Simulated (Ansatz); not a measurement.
# CHFNaO (SMILES F[CH+][O][Na]) (charge +1): what the fields show

```xyz
5

C    -0.5961   -2.0723    1.5047
F    -0.2835   -2.7240    0.4191
Na   -3.5367   -3.1305    2.7439
O    -1.6074   -2.2981    2.1032
H     0.1634   -1.3259    1.7751
```

Geometry: PBE0-D3(BJ)/pcseg-1.

Level of theory: isolated molecule in a Gaussian basis; Kohn-Sham density functional theory, functional PBE0 (Ansatz 0.2.0).

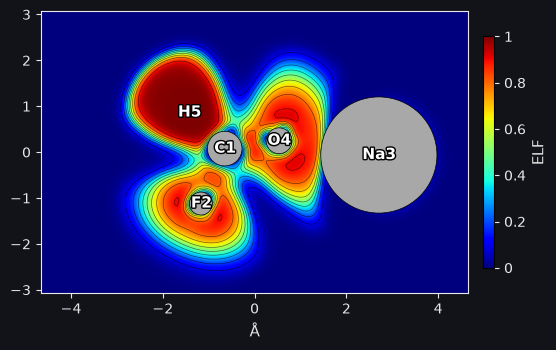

Figure 1. ELF on the molecular plane. Grey discs cover the atomic cores.

What do the fields say about this system?

- The plane passes through C, F, Na, O and H nuclei.
- C–O (1.20 Å): the ELF peaks at about 0.85 between the atoms: a short, multiple covalent bond.
- C–F (1.30 Å): the ELF peaks at about 0.80 between the atoms, as expected for a shared but strongly polarised pair.
- Na–O (2.20 Å): the ELF peaks at about 0.90 in the valence shell of O, 0.6 Å from its nucleus, and is about 0.10 at the midpoint (a largely ionic contact).
- C–H (1.10 Å): the ELF climbs to about 1 towards the hydrogen, as it does in any bond to H: a covalent bond by its length.
- The ELF also peaks beside F2, away from the bonds: lone-pair regions.

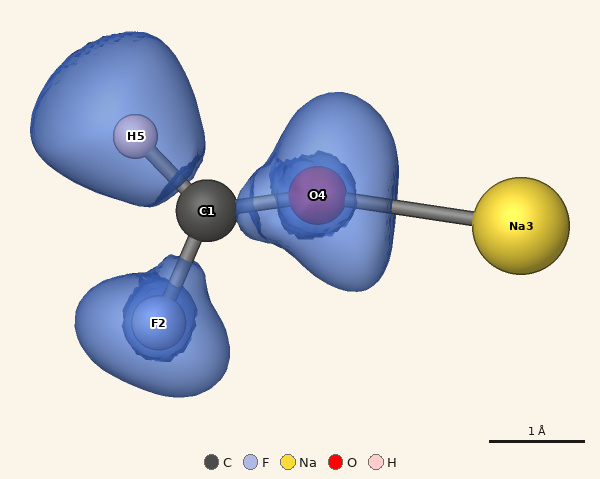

Figure 2. Isosurface of the electron localisation function at 0.75 (blue), seen at a tilt. Core shells and regions of very low density are left out.

Where are the electrons localised?

The surface consists of one region around a hydrogen nucleus, one region on F in which the atom's valence shell and bonds are merged and one region on O in which the atom's valence shell and bonds are merged.

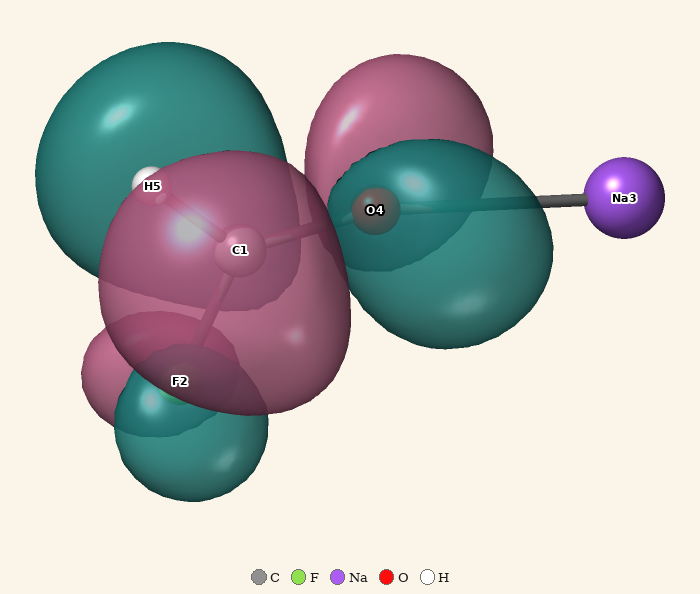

Figure 3. The LUMO at ±0.08 Å⁻³ᐟ² (teal and pink are the two phases), seen at an oblique angle.

Where does this orbital lie, and at what energy?

By Hirshfeld shares it lies mainly on C1 (about 50 %), O4 (about 25 %), F2 (about 10 %) and H5 (about 5 %); it changes sign across the molecular plane (π type); π-antibonding (a node) across C1–O4. Its energy is −5.84 eV.
